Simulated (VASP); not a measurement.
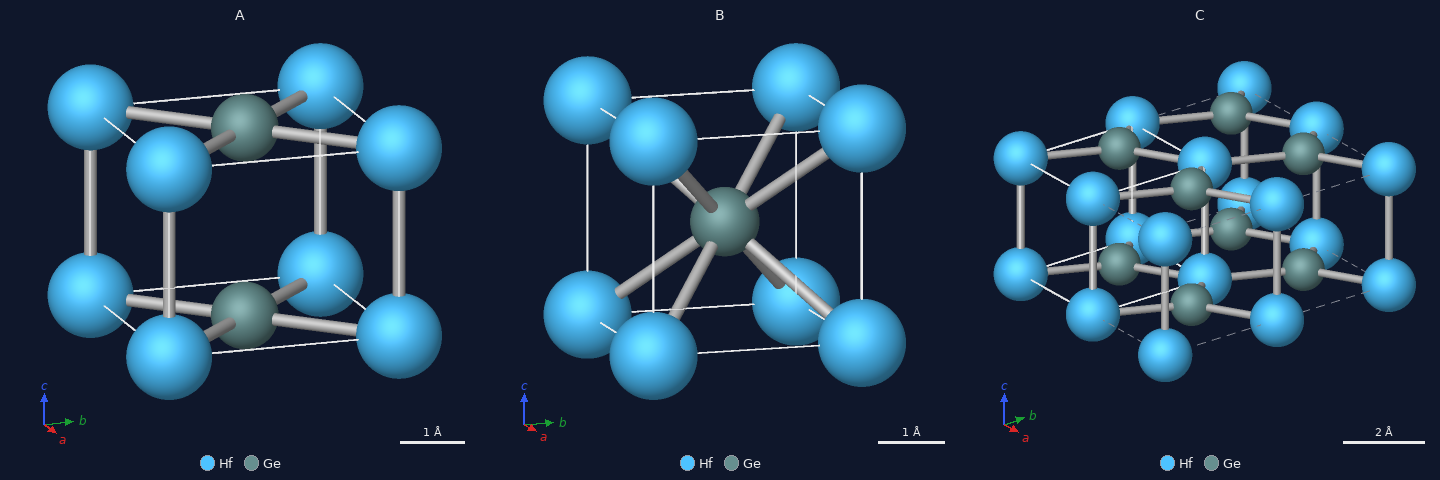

Three structures of HfGe, each relaxed (cell and atoms) at zero pressure; conventional cells in solid outline, small ones repeated, each panel with its own scale. Alike in all runs: VASP 6.6.1; functional PBE; VASP's PAW PBE potentials, release 64 (Hf_pv, Ge_d); cutoff 600 eV; occupations gaussian, width 0.05 eV; no spin polarisation; no spin-orbit coupling. The k meshes have like spacings.

### Name the structure in each panel.

A: 2 atoms a cell on a primitive tetragonal lattice, P4/mmm; B: caesium chloride (CsCl, B2) type, Pm-3m; C: 2 atoms a cell on a primitive hexagonal lattice, P-6m2.

### Rank them by energy, lowest first.

B, then A (+312 meV/atom) and C (+815 meV/atom), static energies at zero smearing.

### Collect the results in a table.

| panel | space group | E − E(lowest) (meV/atom) | volume (Å³/atom) |
| --- | --- | --- | --- |
| B | Pm-3m | 0 | 18.7 |
| A | P4/mmm | 312 | 22.3 |
| C | P-6m2 | 815 | 27.3 |

The starts are database entries or structure types tried for this composition, and the most stable form need not be among them.

Caveat: spin-orbit coupling is left out, which matters for Hf, if less for volumes and forces than for levels.
